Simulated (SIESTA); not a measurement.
Converging the SCF threshold: SnTe (I4mm, 2 atoms in the cell)

```yaml
crystal:
  lattice:
    - [0.00000, 3.14420, 3.14420]
    - [3.14420, 0.00000, 3.14420]
    - [3.14420, 3.14420, 0.00000]
  atoms:
    - { symbol: Sn, position: [0.00795, 0.00795, 0.99205] }
    - { symbol: Te, position: [0.50000, 0.50000, 0.50000] }
```

Level of theory: GGA PBEsol, numerical atomic orbitals DZP, PseudoDojo PBEsol standard norm-conserving potentials (rewritten from UPF to PSML) run with SIESTA 5.4.2.

Base settings: XC.functional = GGA; XC.authors = PBEsol; potentials = PseudoDojo PBEsol standard; PAO.BasisSize = DZP; PAO.EnergyShift = 0.005 Ry; MeshCutoff = 350 Ry; kgrid.MonkhorstPack = 6 6 6; OccupationFunction = FD; ElectronicTemperature = 10 meV; MaxSCFIterations = 150.

In this ladder: SCF.DM.Tolerance = default; SCF.DM.Converge = false; SCF.H.Converge = false; SCF.FreeE.Converge = true.

The mesh stays at the base's, so the ladder's end is converged at best in this setting alone.

Only quantities that move along the ladder and can be compared are tabulated.

Core times come from one kind of shared machine, to one figure; runs under 30 s give none.

The starting cell has typed, rounded lattice constants, without a prior relaxation at this level. Its lattice was rescaled by up to half a per cent. One atom was moved a little off its site on purpose. Spin-orbit coupling is off. Values carry the incompleteness of an atom-centred basis.

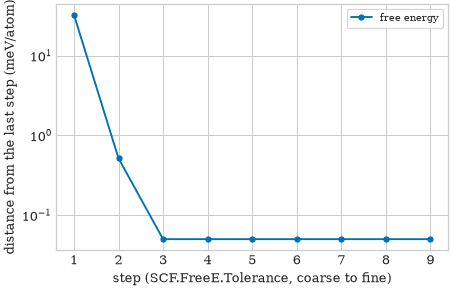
*Distance from the last step along the ladder; very small values are drawn at a floor.*

| SCF.FreeE.Tolerance | free energy less the last step's (meV/atom) | pressure (GPa) | largest difference of a force vector from the last step's (eV/Å) | gap on the mesh (eV) | core time / last (rough) |
|---|---|---|---|---|---|
| 1.0E-01 eV | 32.54 | 1.45 | 0.025 | 0.200 | – |
| 1.0E-02 eV | 0.52 | 1.04 | 0.002 | 0.157 | 0.2 |
| 1.0E-03 eV | 0.00 | 1.11 | 0.000 | 0.148 | 0.2 |
| 1.0E-04 eV | 0.00 | 1.11 | 0.000 | 0.148 | – |
| 1.0E-05 eV | 0.00 | 1.11 | 0.000 | 0.148 | 0.2 |
| 1.0E-06 eV | 0.00 | 1.10 | 0.000 | 0.147 | – |
| 1.0E-07 eV | 0.00 | 1.10 | 0.000 | 0.148 | 0.2 |
| 1.0E-08 eV | 0.00 | 1.10 | 0.000 | 0.148 | 0.2 |
| 1.0E-10 eV | 0.00 | 1.10 | 0.000 | 0.148 | 0.8 |
| 1.0E-12 eV | 0.00 | 1.10 | 0.000 | 0.148 | 1 |

Coarsest SCF.FreeE.Tolerance that holds the pressure within 0.1 GPa of the last step, with all finer ones: 1.0E-02 eV, at about 0.2 of the last step's time; the step before is off by 0.35 GPa.

Coarsest SCF.FreeE.Tolerance that holds the gap on the mesh within 0.01 eV of the last step, with all finer ones: 1.0E-02 eV, at about 0.2 of the last step's time; the step before is off by 0.052 eV.

Coarsest SCF.FreeE.Tolerance that holds the forces within 0.01 eV/Å of the last step, with all finer ones: 1.0E-02 eV, at about 0.2 of the last step's time; the step before is off by 0.025 eV/Å.
